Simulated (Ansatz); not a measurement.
| atom | x (Å) | y (Å) | z (Å) |
| --- | --- | --- | --- |
| Be | 1.0484 | -0.1732 | 0.3875 |
| Cl | 2.8416 | -0.7036 | 0.5070 |
| N | -0.2162 | 0.5531 | 1.2087 |
| Be | -1.0842 | 0.2589 | -0.1917 |
| Cl | -2.7591 | 0.4310 | -1.0140 |
| N | 0.1998 | -0.4973 | -1.1066 |
| H | -0.0907 | 1.5431 | 1.4851 |
| H | -0.5450 | 0.0913 | 2.0751 |
| H | 0.0756 | -1.4870 | -1.3877 |
| H | 0.5298 | -0.0164 | -1.9634 |

Geometry: PBE-D4/def2-SVP.

All numbers below come from UKS PBE0-D4/def2-TZVP (Ansatz 0.2.0).

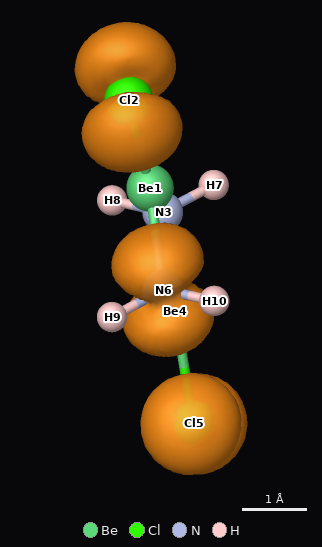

Be$_{2}$Cl$_{2}$H$_{4}$N$_{2}$ ((ClBe-mu-NH2)2) (charge +1, doublet). Isosurface of the spin density (α minus β) at +0.03 e/Å³ (orange), seen at an oblique angle.

### Describe the spin distribution.

The unpaired spin (1 electron) lies mostly on Cl2 (about 0.3), Cl5 (about 0.3) and N6 (about 0.3), in electrons by Hirshfeld's partition.
